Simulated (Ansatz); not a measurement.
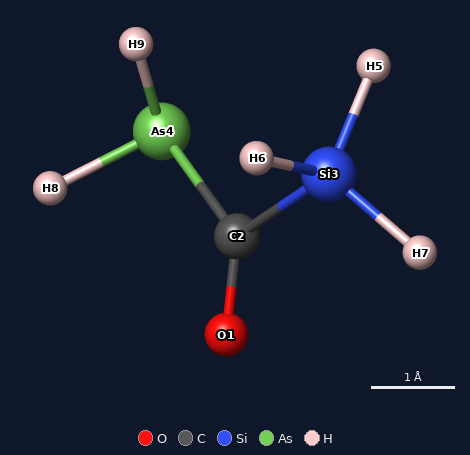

*The structure as given in the input (ball-and-stick view, seen at a tilt; atoms are numbered from 1 in the order of the input).*

Bond lengths as drawn: As–C 2.06 Å, As–H 1.53 Å, C–O 1.20 Å, C–Si 1.95 Å and H–Si 1.49 Å.

**Nudged elastic band of CH₅AsOSi**

The run: nudged elastic band of CH₅AsOSi. Method and program: RKS B3LYP/def2-SVP (Ansatz 0.2.0).

One setting was made poor on purpose. It belongs to a series of runs on one base structure; here: an input spoilt on purpose.

Input:
```yaml
crystal:
  periodic: [false, false, false]
  atoms:
    - { symbol: O, position_ang: [1.404259, -1.438277, -0.187334] }
    - { symbol: C, position_ang: [0.443772, -0.712927, -0.178418] }
    - { symbol: Si, position_ang: [0.629042, 1.210605, -0.441535] }
    - { symbol: As, position_ang: [-1.436679, -1.508898, 0.06103] }
    - { symbol: H, position_ang: [-0.618281, 1.750094, -1.054889] }
    - { symbol: H, position_ang: [0.821104, 1.818355, 0.906262] }
    - { symbol: H, position_ang: [1.809806, 1.483278, -1.304926] }
    - { symbol: H, position_ang: [-1.018069, -2.317264, 1.286061] }
    - { symbol: H, position_ang: [-1.946454, -0.331267, 0.89675] }
basis:
  gaussian: { orbitals: def2-SVP }
hamiltonian:
  xc: b3lyp
neb:
  order_check: false
  images: 7
  f_tol: 0.03
  max_iterations: 8
  max_displacement: 0.02
  optimiser: bfgs
  final_atoms:
    - { symbol: O, position_ang: [1.33046574, -1.03517312, 1.09394046] }
    - { symbol: C, position_ang: [0.51514612, -0.59416468, 0.32602516] }
    - { symbol: Si, position_ang: [0.65632698, 1.2297258, -0.351451] }
    - { symbol: As, position_ang: [-1.02191513, -1.78594425, -0.33705072] }
    - { symbol: H, position_ang: [-0.05355993, 2.10947708, 0.62072367] }
    - { symbol: H, position_ang: [2.09078545, 1.61416059, -0.44456463] }
    - { symbol: H, position_ang: [-0.00984347, 1.32192709, -1.68238914] }
    - { symbol: H, position_ang: [-1.36842177, -2.25471225, 1.07363515] }
    - { symbol: H, position_ang: [-2.05048399, -0.65159727, -0.31586795] }
  initial_path: idpp
```

Launched with:
```bash
ansatz run input.yaml --threads 2 --pin off --max-ram 3072MiB --backend cpu --events-out ev --progress --plain --runs-dir out
```

The program's output:
```
Error: YAML parse error: error: line 23 column 14: unknown variant `bfgs`, expected one of quadratic_models, fire, lbfgs
  --> <input>:23:14
   |
21 |   max_iterations: 8
22 |   max_displacement: 0.02
23 |   optimiser: bfgs
   |              ^ unknown variant `bfgs`, expected one of quadratic_models, fire, lbfgs
24 |   final_atoms:
25 |     - { symbol: O, position_ang: [1.33046574, -1.03517312, 1.09394046] }
   |
```

Outcome:

- outcome: refused by the program
- hardware: 2 threads of Arm Neoverse V1, 24 GiB of memory available, shared host

Diagnosis:

The program refused the input: “YAML parse error: error: line 23 column 14: unknown variant `bfgs`, expected one of quadratic_models, fire, lbfgs --> <input>:23:14 | 21 | max_iterations: 8 22 | max_displacement: 0.02 23 | optimiser: bfgs | ^ unknown variant `bfgs`, expected one of quadratic_models, fire, lbfgs 24 | final_atoms: 25 | - { symbol: O, …” A deliberately poor setting: bad input.
